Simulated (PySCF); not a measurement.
# Boronic Acid (BH3O2): geometry, spin-spin couplings

What spin-spin couplings should Boronic Acid (BH3O2) (`OBO`) show?

Computed with PySCF 2.14.0, with density-fitted response routines of our own, on a single molecule in the gas phase. Atoms are numbered from 0 throughout.

## 1. Starting geometry

6 atoms, charge 0, multiplicity 1; geometry from: GFN2-xTB.

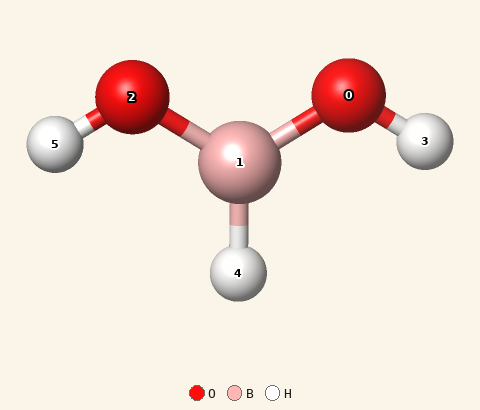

As it starts; oxygen red, boron pink, hydrogen white, atoms numbered.

## 2. Optimising the geometry at PBE0-D3(BJ)/def2-SVP

What the job is given:

```
{"job": {"xc": "PBE0", "basis": "def2-SVP", "d3": "d3bj", "grid": 1, "kind": "geom"}, "charge": 0, "multiplicity": 1}
O     -1.139940    -0.601240     0.073030
B      0.000740     0.106580    -0.029280
O      1.145570    -0.575740     0.160980
H     -1.953240    -0.120080    -0.062180
H     -0.002630     1.270840    -0.274460
H      1.955740    -0.076370     0.088760
```

**Question.** This job is followed by: B3LYP/cc-pVTZ indirect spin-spin coupling, non-relativistic, gas phase; B3LYP/6-31G* indirect spin-spin coupling, non-relativistic, gas phase. What will the session give for the following? point group; rotational constants (main isotopes); largest coupling of the table (B3LYP/cc-pVTZ); range of J(B1,H4), mean over like pairs.

**Answer**, as computed:

| quantity | value |
| --- | --- |
| point group | C2v |
| rotational constants (main isotopes) | 68.98, 10.08, 8.79 GHz |
| largest coupling of the table (B3LYP/cc-pVTZ) | 1J(B,H) B1–H4, 149.1 Hz |
| range of J(B1,H4), mean over like pairs | 149.1 to 168.2 Hz |

Relaxing lowered the energy by 0.027 eV in 5 steps; the close pair that moved most is B1–H4, from 1.190 to 1.218 Å. Of the pairs tabulated at B3LYP/cc-pVTZ, B1–H4 couples most strongly (149.1 Hz; Fermi contact 148.6 Hz). The coupling B1–H4, as a mean over pairs of its kind, runs from 149.1 Hz (B3LYP/cc-pVTZ) to 168.2 Hz (B3LYP/6-31G*). Couplings from bases without tight functions are rough.
